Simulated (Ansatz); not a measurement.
**PH2F (phosphinous fluoride(8ci,9ci)) at 6 levels**

We compute a comparison of 6 runs (HF/STO-3G, PBE0/STO-3G, RPA@PBE/STO-3G, UMP2/STO-3G, CCSDT(Q)/STO-3G, CCSD/STO-3G) of PH2F (phosphinous fluoride(8ci,9ci)). 

The results are computed with Ansatz 0.2.0.

50 further runs of the same task are left out: 50 set aside as unsound or not needed.

### Step 1. The system as given

The species is PH2F (4 atoms), meant as a singlet with charge 0. SMILES: `FP`. The H3–P2 distance was set to 2.109 Å, away from the relaxed value. At this shape a bond of the SMILES string is far longer than usual.

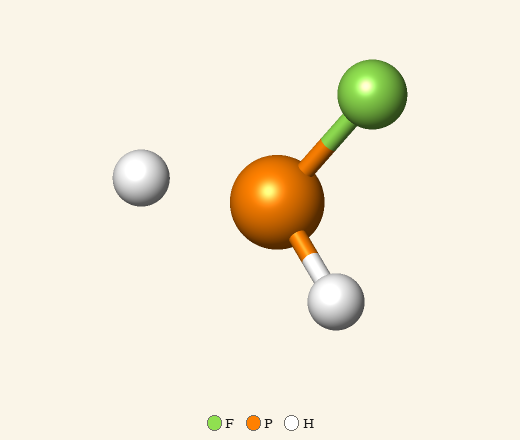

Viewed from a chosen angle; fluorine green, phosphorus orange, hydrogen white.

### Step 2. A single-point energy at HF/STO-3G (run 1)

input.yaml

```yaml
crystal:
  periodic: [false, false, false]
  atoms:
    - symbol: F
      position_ang: [1.651515, 0.197147, -0.397727]
    - symbol: P
      position_ang: [0.418945, -0.840783, -0.654737]
    - symbol: H
      position_ang: [-1.053910, 0.574260, -0.129560]
    - symbol: H
      position_ang: [0.456375, -1.345733, 0.656833]
basis:
  gaussian:
    orbitals: STO-3G
hamiltonian:
  xc: hf
accuracy: high
```

Launch:

```
$ ansatz run input.yaml --threads 1 --pin off --max-ram 2610MiB --events-out events.jsonl --progress --plain --runs-dir runs
```

Standard output:

```text
Warning: RAYON_NUM_THREADS=1 ignored (pool sized by the plan → 1); use --threads N
Functional definition: HF
  name "HF"
  exchange = exact_x
  correlation = 0
267 factors; integrals over basis functions are off by at most 1.8e-8 eV
mean field evaluation 1: about -11860.8559 eV, gradient 1.9e1 eV
mean field evaluation 2: about -11860.9045 eV, gradient 1.9e1 eV
mean field evaluation 4: about -11862.8153 eV, gradient 1.2e0 eV
mean field evaluation 8: about -11862.8274 eV, gradient 2.6e-2 eV
mean field -11862.82739644 eV, -435.9508659058 hartree, gradient 7.7e-8 eV, S^2 0.000000; 0 other end points of the search recorded, 0 dependent functions left out
reference -11862.82739644 eV, -435.9508659058 hartree; 13, 13 occupied and 3, 3 virtual orbitals, 267 factors
Total energy: -11862.82739644 eV, -435.9508659058 hartree
```

It took 0.06 s on 1 thread of Arm Neoverse V2, shared host.

### Step 3. A single-point energy at PBE0/STO-3G (run 2)

in.yaml

```yaml
crystal:
  periodic: [false, false, false]
  atoms:
    - {symbol: F, position_ang: [1.651515, 0.197147, -0.397727]}
    - {symbol: P, position_ang: [0.418945, -0.840783, -0.654737]}
    - {symbol: H, position_ang: [-1.053910, 0.574260, -0.129560]}
    - {symbol: H, position_ang: [0.456375, -1.345733, 0.656833]}
basis:
  gaussian:
    orbitals: STO-3G
magnetization:
  spin_polarized: false
  initial_magnetization: 0
accuracy: high
hamiltonian:
  xc: {name: PBE0}
```

Launch:

```
$ ansatz run in.yaml --threads 1 --pin off --max-ram 2610MiB --events-out events.jsonl --progress --plain --runs-dir runs
```

Standard output:

```text
Warning: RAYON_NUM_THREADS=1 ignored (pool sized by the plan → 1); use --threads N
Functional definition: PBE0
  name "PBE0"
  parameter a = 0.25
  parameter kappa = 0.804
  parameter beta = 0.06672455060314922
  exchange = (1 - a)*pbe_x(kappa = kappa, mu = beta*pi^2/3) + a*exact_x
  correlation = pbe_c(beta = beta)
267 factors; integrals over basis functions are off by at most 1.8e-8 eV
mean field evaluation 1: about -11881.8913 eV, gradient 2.2e1 eV
mean field evaluation 2: about -11878.7695 eV, gradient 3.1e1 eV
mean field evaluation 4: about -11884.3462 eV, gradient 1.3e0 eV
mean field evaluation 8: about -11884.3349 eV, gradient 2.8e-3 eV
mean field evaluation 16: about -11884.3349 eV, gradient 8.3e-9 eV
mean field -11884.33489694 eV, -436.7412519711 hartree, gradient 8.8e-9 eV, S^2 0.000000; 0 other end points of the search recorded, 0 dependent functions left out
reference -11884.33489799 eV, -436.7412520094 hartree; 13, 13 occupied and 3, 3 virtual orbitals, 267 factors
Total energy: -11884.33489799 eV, -436.7412520094 hartree
```

Wall time 0.64 s (1 thread of Arm Neoverse V2, shared host).

Runs 3 to 5 aren't shown in full; the table further down has their settings and results.

### Step 4. A single-point energy at CCSD/STO-3G (run 6)

molecule.yaml

```yaml
crystal:
  periodic: [false, false, false]
  atoms:
    - symbol: F
      position_ang: [1.651515, 0.197147, -0.397727]
    - symbol: P
      position_ang: [0.418945, -0.840783, -0.654737]
    - symbol: H
      position_ang: [-1.053910, 0.574260, -0.129560]
    - symbol: H
      position_ang: [0.456375, -1.345733, 0.656833]
basis:
  gaussian:
    orbitals: STO-3G
correlation:
  method: ccsd
  frozen_orbitals: {F: 1, H: 0, P: 5}
scf:
  omitted_lower_state_checks: [cluster_reference, increment]
accuracy: high
```

Launch:

```
$ ansatz run molecule.yaml --threads 1 --pin off --max-ram 2610MiB --events-out events.jsonl --progress --plain --runs-dir runs
```

Standard output:

```text
Warning: RAYON_NUM_THREADS=1 ignored (pool sized by the plan → 1); use --threads N
[... 11 lines left out ...]
6 core orbitals not correlated: weight in the atoms' cores, before any rotation towards them, 1.000 or more for the frozen orbitals, at most 0.000 for the correlated occupied ones
[... 25 lines left out ...]
Total energy: -11866.20031284 eV, -436.0748182973 hartree
Checks for a lower state left out: cluster_reference, increment
```

Wall time 0.1 s (1 thread of Arm Neoverse V2, shared host).

### Step 5. All runs side by side

```csv
run,level,frozen core orbitals,energy (Eh),wall time
1,HF/STO-3G,–,-435.950866,0.06 s
2,PBE0/STO-3G,–,-436.741252,0.64 s
3,RPA@PBE/STO-3G,6,-436.119954,0.9 s
4,UMP2/STO-3G,6,-436.027082,0.12 s
5,CCSDT(Q)/STO-3G,6,-436.078366,0.18 s
6,CCSD/STO-3G,6,-436.074818,0.1 s
```

### Step 6. What came out

```
                                          quantity          value
                               run 6: total energy  -436.07482 Eh
run 6: correlation energy (6 core orbitals frozen)     -124.0 mEh
                              run 6: T1 diagnostic          0.016
```

What this shows: Below the HF energy at the same shape and in the same basis (STO-3G): UMP2 -76.2 mEh; CCSDT(Q) -127.5 mEh; CCSD -124.0 mEh. Some of these start from another determinant than that one, so these aren't their correlation energies. In runs 5, 6 the log says that unrestricted orbitals would lower the reference, so the values rest on an unstable closed-shell determinant (other closed-shell runs at this shape may share the fault). In runs 1, 2, 3, 4, 5, 6 the basis is minimal, so the values are rough. Spin contamination of the reference: run 4 ⟨S²⟩ = 0.65. Where it is this large, the reference is a mixture of spin states, and values that rest on it are in doubt. All runs together took 2 s, the longest 0.9 s.
